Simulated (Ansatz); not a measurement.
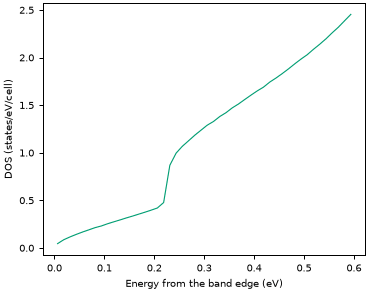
Figure. Density of states of AlN (P6_3mc) below the valence band maximum, PBEsol, rigid bands in Ansatz (a quantum-chemistry and plane-wave program); cell volume 41.8 Å³.

Task: What effective density of states at 300 K does this give (∫ g(E) exp(−E/k_BT) dE, both spins, divided by the cell's size)?

Result: 5.8e19 cm⁻³, a density-of-states mass of 1.76 mₑ, valleys and band degeneracy included.

Spin-orbit coupling is left out; where it splits the top of the valence band, N_v and the p-type Seebeck coefficient come out somewhat high without it. Geometry: cell and atoms relaxed with PBEsol.
